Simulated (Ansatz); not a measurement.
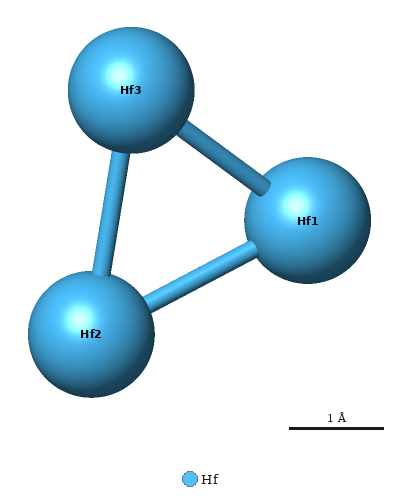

The structure as given in the input (ball-and-stick view, seen at a tilt; atoms are numbered from 1 in the order of the input). Sticks mark near contacts. Bond lengths as drawn: Hf–Hf 2.70 Å.

## What a change does: geometry relaxation on Hf3

System: Hf3, multiplicity 3.
Method of run A: UKS PBE-D4/def2-TZVP (Ansatz 0.2.0).

The geometry: PBE-D4/def2-TZVP start. Text and figures count atoms from 1; the logs count them from 0 in places.

**The input, run A**
```yaml
crystal:
  periodic: [false, false, false]
  atoms:
    - {symbol: Hf, position_ang: [-1.434491, 0.337926, -0.516190]}
    - {symbol: Hf, position_ang: [0.507218, -1.476793, -0.014430]}
    - {symbol: Hf, position_ang: [0.927263, 1.138868, 0.530620]}
basis:
  gaussian: {orbitals: def2-TZVP}
magnetization: {spin_polarized: true, initial_magnetization: 2}
hamiltonian: {xc: pbe, dispersion: d4}
scf: {lower_state_search: "off"}
output: {orbitals: {seedname: orbitals}}
relax: {f_tol: 0.02, max_steps: 100}
```

Launched with:
```bash
ansatz run in.yaml --threads 4 --pin off --events-out ev --progress --plain --max-ram 3916MiB
```

Hardware: 4 threads of Arm Neoverse V2, 23 GiB of memory available, shared host.

**Output (run A)**
```
Functional definition: PBE
  parameter kappa = 0.804
  parameter beta = 0.06672455060314922
  exchange = pbe_x(kappa = kappa, mu = beta*pi^2/3)
  correlation = pbe_c(beta = beta)
these checks for a lower state are left out or cut short: stability, starts, cluster_reference, orbital_swaps, neighbouring_geometries, increment
1035 factors; their error is unknown
mean field evaluation 1: about -3898.4746 eV, gradient 5.0e1 eV
mean field evaluation 2: about -3776.8433 eV, gradient 1.2e2 eV
mean field evaluation 4: about -3897.8458 eV, gradient 5.3e1 eV
mean field evaluation 8: about -3914.9249 eV, gradient 3.0e0 eV
mean field evaluation 16: about -3914.9744 eV, gradient 8.6e-4 eV
mean field -3914.97439045 eV, -143.8726551840 hartree, gradient 8.1e-6 eV, S^2 2.037242; 0 other end points of the search recorded, 0 dependent functions left out
the calculation of the forces begins
reference -3914.97442246 eV, -143.8726563605 hartree; 19, 17 occupied and 101, 103 virtual orbitals, 1035 factors
relax step   1: F+E_penalty+E_count = -3915.11500076 eV  Δ(F+E_penalty+E_count) = +0.000e0 eV  max|allowed force component| = 2.415e-1 eV/Å  Δτ_max = 0.0000 Å  (25 SCF iters, accepted)
these checks for a lower state are left out or cut short: stability, starts, cluster_reference, orbital_swaps, neighbouring_geometries, increment
1035 factors; their error is unknown
mean field evaluation 32: about -3914.9827 eV, gradient 1.5e-1 eV
mean field -3914.97145513 eV, -143.8725473132 hartree, gradient 2.0e-6 eV, S^2 2.038699; 0 other end points of the search recorded, 0 dependent functions left out
the calculation of the forces begins
reference -3914.97148731 eV, -143.8725484957 hartree; 19, 17 occupied and 101, 103 virtual orbitals, 1035 factors
relax step   2: F+E_penalty+E_count = -3915.11195391 eV  Δ(F+E_penalty+E_count) = +3.047e-3 eV  max|allowed force component| = 3.107e-1 eV/Å  Δτ_max = 0.0236 Å  (28 SCF iters, rejected (line search))
these checks for a lower state are left out or cut short: stability, starts, cluster_reference, orbital_swaps, neighbouring_geometries, increment
1035 factors; their error is unknown
mean field -3914.97820545 eV, -143.8727953828 hartree, gradient 8.3e-7 eV, S^2 2.037828; 0 other end points of the search recorded, 0 dependent functions left out
the calculation of the forces begins
reference -3914.97823754 eV, -143.8727965619 hartree; 19, 17 occupied and 101, 103 virtual orbitals, 1035 factors
relax step   3: F+E_penalty+E_count = -3915.11876814 eV  Δ(F+E_penalty+E_count) = -3.767e-3 eV  max|allowed force component| = 9.032e-3 eV/Å  Δτ_max = 0.0103 Å  (27 SCF iters, accepted)
Total energy: -3915.11880023 eV, -143.8779621454 hartree
Atom 0 at    -1.443976     0.340160    -0.519603 Å, force     0.008768    -0.002066     0.003155 eV/Å
Atom 1 at     0.510571    -1.486559    -0.014526 Å, force    -0.003100     0.009032     0.000089 eV/Å
Atom 2 at     0.933394     1.146400     0.534129 Å, force    -0.005669    -0.006966    -0.003244 eV/Å
Dipole moment:    -0.000000     0.000000    -0.000000 e Å
Checks for a lower state left out: stability, starts, cluster_reference, orbital_swaps, neighbouring_geometries, increment
```

For run B the input was changed thus:
```diff
-magnetization: {spin_polarized: true, initial_magnetization: 2}
+magnetization: {spin_polarized: true, initial_magnetization: 4}
```

Predict how the results change.

With the same method and basis, run B lies 10.2 kcal/mol higher. The HOMO goes from −3.24 to −3.35 eV. The LUMO goes from −2.93 to −3.39 eV. On the same kind of shared host run B took about 1.7 times as long.

**Output, shortened to warnings, some set-up lines, iterations and results (run B)**
```
[...]
mean field evaluation 1: about -3897.6399 eV, gradient 5.0e1 eV
mean field evaluation 2: about -3780.8766 eV, gradient 1.2e2 eV
mean field evaluation 4: about -3829.4815 eV, gradient 1.1e2 eV
mean field evaluation 8: about -3914.1331 eV, gradient 5.8e0 eV
mean field evaluation 16: about -3914.3580 eV, gradient 3.1e-2 eV
mean field evaluation 32: about -3914.4988 eV, gradient 5.5e-5 eV
relax step   1: F+E_penalty+E_count = -3914.63940167 eV  Δ(F+E_penalty+E_count) = +0.000e0 eV  max|allowed force component| = 7.443e-1 eV/Å  Δτ_max = 0.0000 Å  (94 SCF iters, …
relax step   2: F+E_penalty+E_count = -3914.62296025 eV  Δ(F+E_penalty+E_count) = +1.644e-2 eV  max|allowed force component| = 7.808e-1 eV/Å  Δτ_max = 0.0728 Å  (31 SCF …
relax step   3: F+E_penalty+E_count = -3914.67532700 eV  Δ(F+E_penalty+E_count) = -3.593e-2 eV  max|allowed force component| = 7.953e-2 eV/Å  Δτ_max = 0.0355 Å  (33 SCF …
relax step   4: F+E_penalty+E_count = -3914.67578078 eV  Δ(F+E_penalty+E_count) = -4.538e-4 eV  max|allowed force component| = 1.701e-2 eV/Å  Δτ_max = 0.0045 Å  (27 SCF …
Total energy: -3914.67581303 eV, -143.8616826664 hartree
Atom 0 at    -1.462945     0.344629    -0.526429 Å, force    -0.016511     0.003889    -0.005941 eV/Å
Atom 1 at     0.517279    -1.506086    -0.014716 Å, force     0.005837    -0.017006    -0.000168 eV/Å
Atom 2 at     0.945656     1.161458     0.541145 Å, force     0.010674     0.013117     0.006109 eV/Å
Dipole moment:     0.000000    -0.000000     0.000000 e Å
Checks for a lower state left out: stability, starts, cluster_reference, orbital_swaps, neighbouring_geometries, increment
```

**The two runs side by side**

| quantity | run A | run B |
| --- | --- | --- |
| outcome | converged | converged |
| total energy (hartree) | −143.877962 | −143.861683 |
| HOMO (eV) | −3.24 | −3.35 |
| LUMO (eV) | −2.93 | −3.39 |
| dipole moment (D) | 0.00 | 0.00 |
| ⟨S²⟩ | 2.038 | 6.058 |
| largest force (eV/Å) | 0.010 | 0.018 |
| basis functions | 120 | 120 |
| wall time (shared host) | 5 s | 8.5 s |
